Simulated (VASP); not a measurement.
Band structure of WS$_{2}$. Calculation: PBEsol GGA, VASP's PBE PAW potentials (set 64) (plane waves; VASP 6.6.1).

The cell holds a wide vacuum, so values per volume refer to the whole cell. Unless said otherwise, spin-orbit coupling is left out, though it shifts the bands of the heavy elements here.

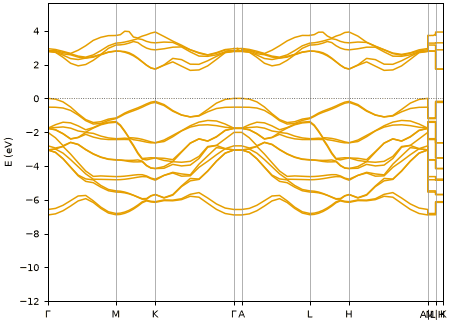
Bands along high-symmetry lines, zero at the valence-band maximum or, without a gap, the Fermi level

**Question.** Read the plot: is there a gap, and where are the band edges?

**Answer.** The gap is indirect, 1.66 eV, from the valence maximum at Γ to the conduction minimum at K-Γ at 0.44. (Edges off the drawn lines would not show.)

The cell is a sheet with vacuum, built from a database entry that may be metastable or hypothetical.
